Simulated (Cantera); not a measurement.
Feed: 1 mol MgO, 3.4 mol CO, equilibrated at 2.60 mbar.

Cantera equilibrium calculation (NASA polynomials, part measured and part estimated; ideal gas, pure solids and liquids). Candidate condensed phases: C, Mg, MgCO3, MgO; 15 gas species. Equilibrium is a limit: real reactors are often held back by kinetics, nucleation or transport.

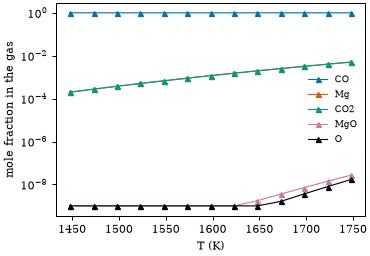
*Equilibrium gas composition (values under 1e-9 drawn at 1e-9)*

From 1448 K to 1748 K the condensed part is MgO(s). The main Mg-bearing gas is Mg throughout.
